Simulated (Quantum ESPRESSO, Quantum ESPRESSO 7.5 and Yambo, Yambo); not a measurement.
## TiO2 (Rutile): G0W0 with Yambo, start to end

How does a plane-wave GW calculation on TiO2 (Rutile) run from the first input to the gap?

Calculated with Quantum ESPRESSO 7.5 and Yambo 5.3.0; PBE and many-body steps on it, plane waves.

**Experimental background.**

- Gap 3.03 eV: direct gap, E perpendicular to c; optical experiment; 1.6 K; bulk crystal (literature value) (quoted in “Shallow Valence Band of Rutile GeO2 and P-type Doping”, 2020, arxiv:2011.08928).

- Gap 3.09 ± 0.06 eV: optical gap from Tauc plot assuming indirect allowed transition; UV/vis diffuse reflectance, Kubelka-Munk and Tauc analysis; film (30 nm ALD shell on quartz particles, grown at 200 C, annealed in air at 500 C; rutile-rich with some anatase) on SiO2 (quartz particles) (“Defect-Mediated Crystallization of the Particulate TiO2 Photocatalyst Grown by Atomic Layer Deposition”, 2024, pmc:11726664).

- Gap 3.28 eV: optical bandgap after anatase to rutile transformation; spectroscopic ellipsometry; film (polycrystalline sol-gel film on Si(100), annealed at high temperature below 800 °C) (“Photocatalytic Performance of Sol-Gel Prepared TiO2 Thin Films Annealed at Various Temperatures”, 2023, pmc:10419699).

- Gap 3.05 eV: band gap; bulk crystal (literature experimental value) (quoted in “Hydrogen related defects in titanium dioxide at the interface to palladium”, 2021, arxiv:2112.05953).

This is a report of a sequence of runs, with most program output left out.

### Step 1. The structure

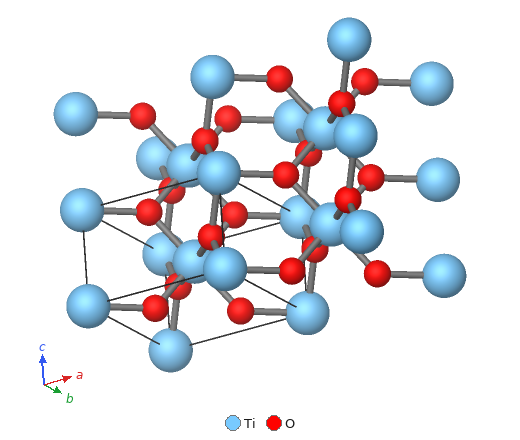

The cell as given, from a free direction (titanium blue, oxygen red). 2×1×2 cells are drawn. Some periodic images of atoms are drawn too.

The cell and positions come from the Crystallography Open Database and are kept as given unless a step says otherwise.

### Step 2. Ground state

This step: Quantum ESPRESSO 7.5; DFT, PBE, plane waves, norm-conserving pseudopotentials.

The ground-state density comes first.

The input, pw.in:

```
&control
  calculation = 'scf'
  prefix = 'x'
  outdir = 'o'
  pseudo_dir = 'pseudo'
/
&system
  ibrav = 0
  nat = 6
  ntyp = 2
  ecutwfc = 76.0
  nbnd = 31
  force_symmorphic = .true.
/
&electrons
  conv_thr = 1e-10
  electron_maxstep = 80
  mixing_beta = 0.5
/
ATOMIC_SPECIES
  Ti 47.867 Ti.upf
  O 15.999 O.upf
CELL_PARAMETERS angstrom
  4.5922000000 0.0000000000 0.0000000000
  0.0000000000 4.5922000000 0.0000000000
  0.0000000000 0.0000000000 2.9574000000
ATOMIC_POSITIONS crystal
  Ti 0.0000000000 0.0000000000 0.0000000000
  Ti 0.5000000000 0.5000000000 0.5000000000
  O 0.3049600000 0.3049600000 0.0000000000
  O 0.1950400000 0.8049600000 0.5000000000
  O 0.6950400000 0.6950400000 0.0000000000
  O 0.8049600000 0.1950400000 0.5000000000
K_POINTS automatic
  4 4 8 0 0 0
```

Started as:

```bash
$ OMP_NUM_THREADS=1 mpirun -n 4 pw.x -nk 4 -in pw.in > pw.out
```

Elapsed: 36 s, on 4 MPI ranks of Arm Neoverse V1, shared host; peak memory 0.37 GiB; 2.4 min of CPU time.

This step gave:

| Property | Result |
| --- | --- |
| total energy | -5039.8240 eV |
| gap | 1.917 eV |
| k of the valence top | 0, 0, 0 |
| k of the conduction bottom | 0, 0, 0 |
| least direct gap | 1.917 eV |

The gap is direct, at Γ.

### Step 3. Bands along the symmetry lines

Levels along a band path, at the cheap level, show where the edges lie and whether the meshes to come will hold them.

The input, pw.in:

```
&control
  calculation = 'bands'
  prefix = 'x'
  outdir = 'o'
  pseudo_dir = 'pseudo'
/
&system
  ibrav = 0
  nat = 6
  ntyp = 2
  ecutwfc = 76.0
  nbnd = 30
  force_symmorphic = .true.
/
&electrons
  conv_thr = 1e-9
  electron_maxstep = 80
  diago_full_acc = .true.
  diago_thr_init = 5e-6
/
ATOMIC_SPECIES
  Ti 47.867 Ti.upf
  O 15.999 O.upf
CELL_PARAMETERS angstrom
  4.5922000000 0.0000000000 0.0000000000
  0.0000000000 4.5922000000 0.0000000000
  0.0000000000 0.0000000000 2.9574000000
ATOMIC_POSITIONS crystal
  Ti 0.0000000000 0.0000000000 0.0000000000
  Ti 0.5000000000 0.5000000000 0.5000000000
  O 0.3049600000 0.3049600000 0.0000000000
  O 0.1950400000 0.8049600000 0.5000000000
  O 0.6950400000 0.6950400000 0.0000000000
  O 0.8049600000 0.1950400000 0.5000000000
K_POINTS crystal
  75
  0.00000000 0.00000000 0.00000000 1
  0.00000000 0.06250000 0.00000000 1
  0.00000000 0.12500000 0.00000000 1
  0.00000000 0.18750000 0.00000000 1
  0.00000000 0.25000000 0.00000000 1
  0.00000000 0.31250000 0.00000000 1
  0.00000000 0.37500000 0.00000000 1
  0.00000000 0.43750000 0.00000000 1
  0.00000000 0.50000000 0.00000000 1
  0.06250000 0.50000000 0.00000000 1
  0.12500000 0.50000000 0.00000000 1
  0.18750000 0.50000000 0.00000000 1
  0.25000000 0.50000000 0.00000000 1
  0.31250000 0.50000000 0.00000000 1
  0.37500000 0.50000000 0.00000000 1
  0.43750000 0.50000000 0.00000000 1
  0.50000000 0.50000000 0.00000000 1
  0.43750000 0.43750000 0.00000000 1
  0.37500000 0.37500000 0.00000000 1
  0.31250000 0.31250000 0.00000000 1
  0.25000000 0.25000000 0.00000000 1
  0.18750000 0.18750000 0.00000000 1
  0.12500000 0.12500000 0.00000000 1
  0.06250000 0.06250000 0.00000000 1
  0.00000000 0.00000000 0.00000000 1
  0.00000000 0.00000000 0.06250000 1
  0.00000000 0.00000000 0.12500000 1
  0.00000000 0.00000000 0.18750000 1
  0.00000000 0.00000000 0.25000000 1
  0.00000000 0.00000000 0.31250000 1
  0.00000000 0.00000000 0.37500000 1
  0.00000000 0.00000000 0.43750000 1
  0.00000000 0.00000000 0.50000000 1
  0.00000000 0.06250000 0.50000000 1
  0.00000000 0.12500000 0.50000000 1
  0.00000000 0.18750000 0.50000000 1
  0.00000000 0.25000000 0.50000000 1
  0.00000000 0.31250000 0.50000000 1
  0.00000000 0.37500000 0.50000000 1
  0.00000000 0.43750000 0.50000000 1
  0.00000000 0.50000000 0.50000000 1
  0.06250000 0.50000000 0.50000000 1
  0.12500000 0.50000000 0.50000000 1
  0.18750000 0.50000000 0.50000000 1
  0.25000000 0.50000000 0.50000000 1
  0.31250000 0.50000000 0.50000000 1
  0.37500000 0.50000000 0.50000000 1
  0.43750000 0.50000000 0.50000000 1
  0.50000000 0.50000000 0.50000000 1
  0.43750000 0.43750000 0.50000000 1
  0.37500000 0.37500000 0.50000000 1
  0.31250000 0.31250000 0.50000000 1
  0.25000000 0.25000000 0.50000000 1
  0.18750000 0.18750000 0.50000000 1
  0.12500000 0.12500000 0.50000000 1
  0.06250000 0.06250000 0.50000000 1
  0.00000000 0.00000000 0.50000000 1
  0.00000000 0.50000000 0.00000000 1
  0.00000000 0.50000000 0.06250000 1
  0.00000000 0.50000000 0.12500000 1
  0.00000000 0.50000000 0.18750000 1
  0.00000000 0.50000000 0.25000000 1
  0.00000000 0.50000000 0.31250000 1
  0.00000000 0.50000000 0.37500000 1
  0.00000000 0.50000000 0.43750000 1
  0.00000000 0.50000000 0.50000000 1
  0.50000000 0.50000000 0.00000000 1
  0.50000000 0.50000000 0.06250000 1
  0.50000000 0.50000000 0.12500000 1
  0.50000000 0.50000000 0.18750000 1
  0.50000000 0.50000000 0.25000000 1
  0.50000000 0.50000000 0.31250000 1
  0.50000000 0.50000000 0.37500000 1
  0.50000000 0.50000000 0.43750000 1
  0.50000000 0.50000000 0.50000000 1
```

Run time: 12 s. Hardware: 4 MPI ranks; peak memory 0.27 GiB; 49 s of CPU time.

This step gave:

```
gap                        : 1.917 eV
k of the valence top       : 0, 0, 0
k of the conduction bottom : 0, 0, 0
least direct gap           : 1.917 eV
```

The gap is 1.917 eV, as in the run before at this level.

Electronic bands along the path, in eV, zero at the top of the highest filled band:

```tsv
point	band 21	band 22	band 23	band 24	band 25	band 26	band 27	band 28
Γ	-0.71	-0.45	-0.45	0.00	1.92	2.22	2.45	2.55
X	-1.64	-1.64	-0.74	-0.74	2.59	2.59	3.06	3.06
M	-1.31	-1.31	-1.06	-1.06	1.96	1.96	2.57	2.57
Γ	-0.71	-0.45	-0.45	0.00	1.92	2.22	2.45	2.55
Z	-2.35	-2.35	-1.42	-1.42	3.01	3.01	3.21	3.21
R	-2.04	-2.04	-1.03	-1.03	1.95	1.95	3.24	3.24
A	-1.27	-1.27	-0.68	-0.68	2.63	2.63	3.26	3.26
Z	-2.35	-2.35	-1.42	-1.42	3.01	3.01	3.21	3.21
jump to X	-1.64	-1.64	-0.74	-0.74	2.59	2.59	3.06	3.06
R	-2.04	-2.04	-1.03	-1.03	1.95	1.95	3.24	3.24
jump to M	-1.31	-1.31	-1.06	-1.06	1.96	1.96	2.57	2.57
A	-1.27	-1.27	-0.68	-0.68	2.63	2.63	3.26	3.26
```

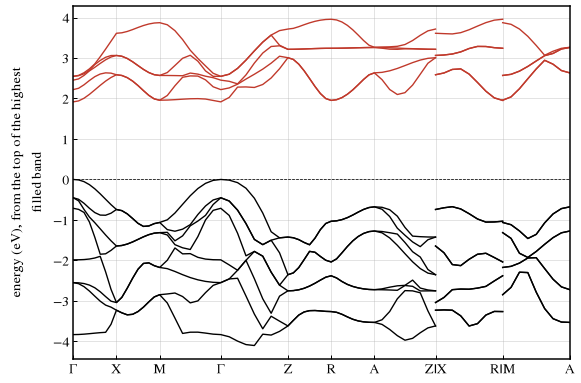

Electronic bands along the path; lines of filled and empty bands in two colours.

### Step 4. Empty states on the mesh, 4×4×6 mesh, 115 bands

The sums over transitions need many empty states on a uniform mesh; this step solves for them.

The input, pw.in:

```
&control
  calculation = 'nscf'
  prefix = 'x'
  outdir = 'o'
  pseudo_dir = 'pseudo'
/
&system
  ibrav = 0
  nat = 6
  ntyp = 2
  ecutwfc = 76.0
  nbnd = 115
  force_symmorphic = .true.
/
&electrons
  conv_thr = 1e-9
  electron_maxstep = 80
  diago_full_acc = .true.
  diago_thr_init = 5e-6
/
ATOMIC_SPECIES
  Ti 47.867 Ti.upf
  O 15.999 O.upf
CELL_PARAMETERS angstrom
  4.5922000000 0.0000000000 0.0000000000
  0.0000000000 4.5922000000 0.0000000000
  0.0000000000 0.0000000000 2.9574000000
ATOMIC_POSITIONS crystal
  Ti 0.0000000000 0.0000000000 0.0000000000
  Ti 0.5000000000 0.5000000000 0.5000000000
  O 0.3049600000 0.3049600000 0.0000000000
  O 0.1950400000 0.8049600000 0.5000000000
  O 0.6950400000 0.6950400000 0.0000000000
  O 0.8049600000 0.1950400000 0.5000000000
K_POINTS automatic
  4 4 6 0 0 0
```

The job ended after 30 s (4 MPI ranks; peak memory 0.4 GiB).

This step gave:

```yaml
gap: 1.917 eV
k_of_the_valence_top: 0, 0, 0
k_of_the_conduction_bottom: 0, 0, 0
least_direct_gap: 1.917 eV
k_points_computed: 28
lowest_point_of_the_top_converged_band_above_the_valence_top: 64.0600 eV
```

On this mesh the gap is 1.917 eV.

### Step 5. Conversion and set-up

This step: Yambo 5.3.0; conversion and set-up on PBE, plane waves, norm-conserving pseudopotentials.

The states are converted to the many-body program's format and the q mesh is built.

Started as:

```bash
$ (cd o/x.save; p2y > p2y.log; mv SAVE ../..); yambo > setup.log
```

The job ended after 3 s (1 MPI rank; peak memory 0.25 GiB).

### Step 6. Screening and self-energy, 4×4×6 mesh, 115 bands, screening to 122.5 eV

G0W0 replaces the xc potential by the self-energy, built once from these orbitals. Only a window of levels is corrected, while the sums run over the empty bands that the input names.

This step: G0W0 on PBE, plane waves, norm-conserving pseudopotentials.

The input, gw1.in:

```
HF_and_locXC
gw0
dyson
ppa
em1d
rim_cut
RandQpts= 1000000
RandGvec= 1 RL
EXXRLvcs= 76 Ry
VXCRLvcs= 304 Ry
Chimod= "HARTREE"
% BndsRnXp
 1 | 115 |
%
NGsBlkXp= 9 Ry
% LongDrXp
 1 | 1 | 1 |
%
% GbndRnge
 1 | 115 |
%
DysSolver= "n"
ExtendOut
PPAPntXp= 27.21138 eV
% QPkrange
 1 | 1 | 23 | 26 |
%
```

Started as:

```bash
$ OMP_NUM_THREADS=1 mpirun -n 4 yambo -F gw1.in -J gw1 -C gw1 > gw1.log
```

The job ended after 7.5 min (4 MPI ranks; peak memory 3.2 GiB; 30 min of CPU time).

Numbers from this step:

| Quantity | Value |
| --- | --- |
| G0W0 gap on the points computed | 3.356 eV |
| starting gap on the mesh | 1.917 eV |
| k of the valence top | 0, 0, 0 |
| k of the conduction bottom | 0, 0, 0 |
| least direct G0W0 gap on the computed points | 3.356 eV |
| Z at the valence top | 0.7597 |
| Z at the conduction bottom | 0.7720 |

The gap on the mesh goes from 1.92 eV to 3.36 eV, a correction of +1.44 eV.

Limits: finite bands, cutoff and mesh. v1 is the top filled band, c1 the lowest empty one. Levels before and after the correction, in eV, zero at the valence-band top of each column:

```tsv
	conduction bottom	valence top
Kohn-Sham	1.92	0.00
G0W0	3.36	0.00
```

```tsv
	level	energy (eV)
Kohn-Sham	Γ v2	-0.452
Kohn-Sham	Γ v1	0.000
Kohn-Sham	Γ c1	1.917
Kohn-Sham	Γ c2	2.219
G0W0	Γ v2	-0.474
G0W0	Γ v1	0.000
G0W0	Γ c1	3.356
G0W0	Γ c2	3.582
```

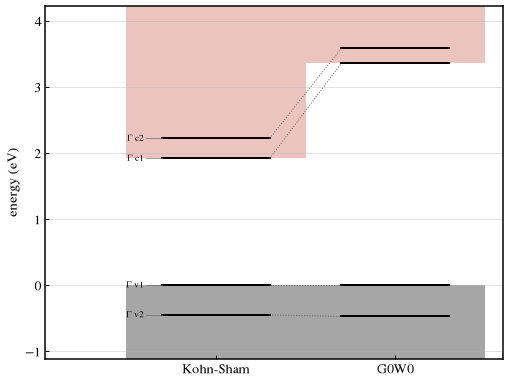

Levels before and after the correction. Shaded: valence and conduction bands.

### Step 7. Where the time went

Times are wall times on the hardware named with each run, good to a factor of about two.

```tsv
step	time	share	memory (GiB)
ground state	36 s	7 %	0.37
bands along the symmetry lines	12 s	2 %	0.27
empty states on the mesh	30 s	6 %	0.4
conversion and set-up	3 s	1 %	0.25
screening and self-energy	7.5 min	85 %	3.2
```

### Step 8. Outcome

| Quantity | Value |
| --- | --- |
| PBE gap | 1.92 eV, direct |
| G0W0 gap on the mesh | 3.36 eV |
| GW settings | 4×4×6 mesh, 115 bands, screening to 122.5 eV, Godby-Needs plasmon pole |
| known limits | not at the basis limit |

In words: G0W0 moves the gap on the mesh from 1.92 eV to 3.36 eV (+1.44 eV), with Z of 0.76 and 0.77 at the edges. Only 1 of the mesh's irreducible points was corrected, so a valley elsewhere could overtake. The dearest step here is «screening and self-energy». Against experiment, by G0W0@PBE: the direct gap of 3.36 eV lies +0.33 eV from the measured 3.03 eV (direct, 1.6 K, quoted 2020); the gap of 3.36 eV lies +0.27 eV from the measured 3.09 ± 0.06 eV (indirect, on SiO2 (quartz particles), 2024); the gap of 3.36 eV lies +0.08 eV from the measured 3.28 eV (optical, 2023); the gap of 3.36 eV lies +0.31 eV from the measured 3.05 eV (kind not stated, quoted 2021). An exciton line or allowed optical edge lies below the quasiparticle gap by the binding energy; a forbidden edge can push the onset above it. The calculation has static nuclei and no excitons; a measured gap holds zero-point and thermal motion, which mostly lowers it. Bands and cutoff are finite, so the gap is not at the basis limit. The miss can reach some tenths of an eV and take either sign; the mesh is an error of its own. In the G0W0 run levels were corrected at 1 k point alone, so a gap called «on the mesh» is the least over those, and an edge elsewhere would be missed.

[Paths, hosts, dates, memory and timing lines, banners, echoed tables and standing remarks are left out of the program output.]

[Logs are printed without paths, hosts, clocks, repeated set-up lines and the standing remarks that a program may print on its own settings, such as how far it seeks lower states.]

[Runs of the session that timed out or met a known fault of the program may be left out.]

[Hosts, paths, dates, database ids (printed as entryN), source tags and the programs' standing remarks are cut or masked in the printed files.]
